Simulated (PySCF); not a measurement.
# C6H12BNSi (SMILES C#CB(N)C[SiH2]CC=C): what the fields show

Input file:

```
{"job": {"kind": "nmr", "xc": "PBE0", "basis": "pcSseg-1"}, "charge": 0, "multiplicity": 1}
C     -0.986624     2.813781     0.915634
C     -1.408853     1.737237     0.583415
B     -1.914080     0.372306     0.137415
N     -3.026324    -0.171545     0.765750
C     -1.157241    -0.433239    -0.994819
Si     0.110502    -1.653421    -0.267334
C      1.283935    -0.764031     0.953177
C      1.966442     0.380719     0.296074
C      3.228906     0.380951    -0.094002
H     -0.615462     3.754126     1.207482
H     -3.529500     0.287642     1.505770
H     -3.406842    -1.071199     0.526455
H     -1.856738    -1.006999    -1.603832
H     -0.628090     0.237702    -1.671723
H     -0.579186    -2.729990     0.468248
H      0.903908    -2.250280    -1.352500
H      0.697479    -0.399010     1.797541
H      2.020596    -1.471041     1.334916
H      1.340316     1.246314     0.123117
H      3.870427    -0.470602     0.068338
H      3.677508     1.227521    -0.585579
```

Launched as:

```sh
OMP_NUM_THREADS=1 python probes_run.py task.json out
```

Geometry: GFN2-xTB.

Method: PBE0/pcSseg-1, SCF density, gas phase, non-relativistic (PySCF).

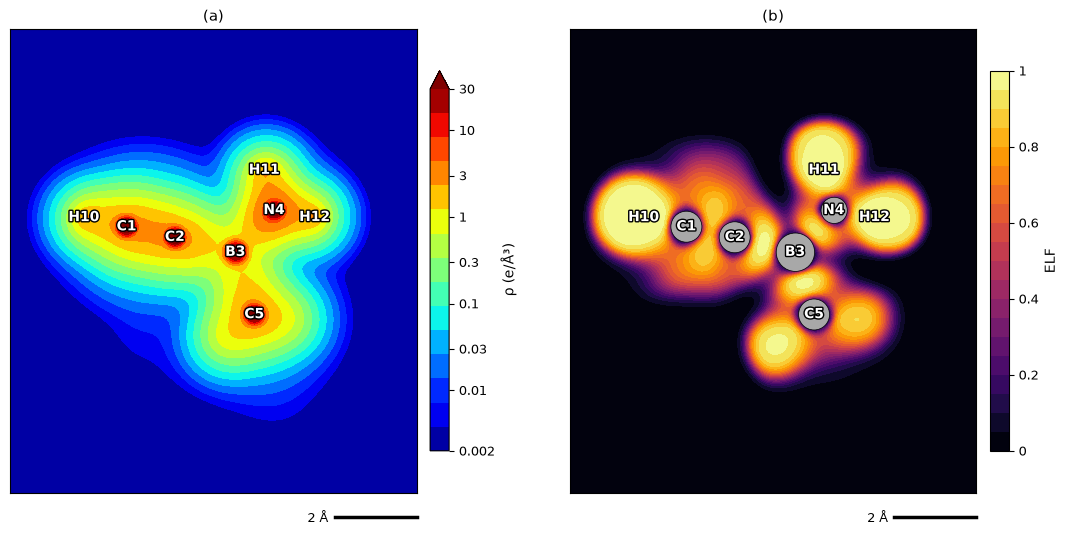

Figure 1. (a) total electron density; (b) ELF on the plane of atoms C2, B3 and C5. Grey discs cover the atomic cores in the ELF map.

Read the bonding off the picture.

- The plane passes through C, B, N and H nuclei.
- C–C (1.20 Å): ρ at the midpoint is about 2.8 e/Å³; the ELF peaks at about 0.85 between the atoms; a multiple bond.
- B–N (1.39 Å): ρ is about 2 e/Å³ halfway; the ELF peaks at about 0.90 between the atoms (a polar covalent bond).
- C–B (1.52 Å): ρ at the midpoint is about 1.5 e/Å³; the ELF peaks at about 1 between the atoms (a covalent bond).
- N–H (1.01 Å): ρ is about 2.9 e/Å³ halfway; the ELF climbs to about 1 towards the hydrogen, as it does in any bond to H (an ordinary covalent bond to hydrogen).
- C–B (1.58 Å): ρ at the midpoint is about 1.3 e/Å³; the ELF peaks at about 0.95 between the atoms (a covalent bond).

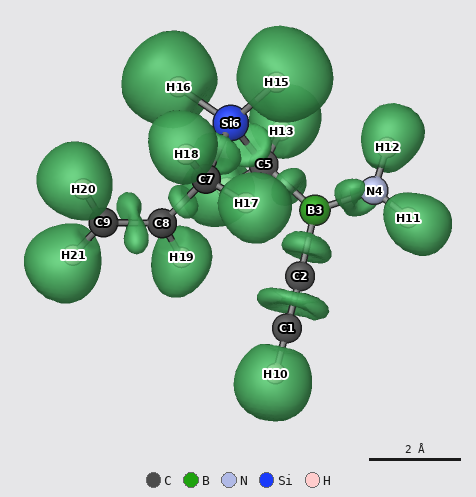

Figure 2. Isosurface of the electron localisation function at 0.85 (green), seen at a tilt. Core shells and regions of very low density are left out.

Identify the bonds, lone pairs and shells in this picture.

The ELF exceeds this value in two regions between bonded B–C atoms (shared pairs), one region between bonded B–N atoms (shared pairs), three regions between bonded C–C atoms (shared pairs), two regions between bonded C–Si atoms (shared pairs) and twelve regions around hydrogen nuclei.

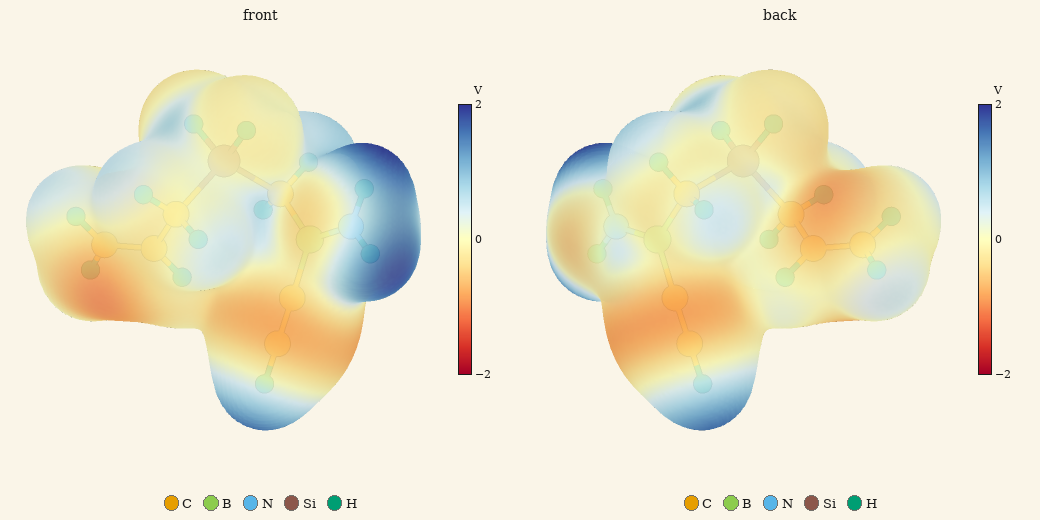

Figure 3. The electrostatic potential painted on the density surface at 0.002 e/bohr³, seen from the front and from behind; the colour scale runs from red (negative) to blue (positive).

Where is the surface potential most negative and most positive?

The most negative region (about −1.0 V) lies over the π face of C8 and C9, the most positive (about +1.9 V) over H11 and H12.
